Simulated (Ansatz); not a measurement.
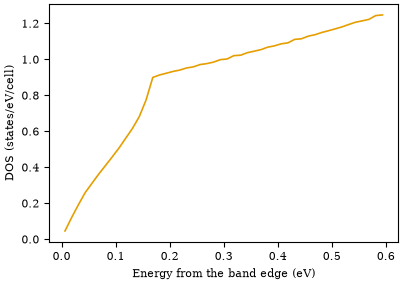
Fig. 1. Density of states of SrTiO₃ (Pm-3m) above the conduction band minimum, r2SCAN with spin-orbit coupling, rigid bands run with Ansatz (a first-principles code); cell volume 59.6 Å³.

Q: What effective density of states at 300 K does this give (∫ g(E) exp(−E/k_BT) dE, both spins, divided by the cell's size)?

A: 6.6e19 cm⁻³, a density-of-states mass of 1.90 mₑ, valleys and band degeneracy included.

Geometry: cell and atoms relaxed with r2SCAN.
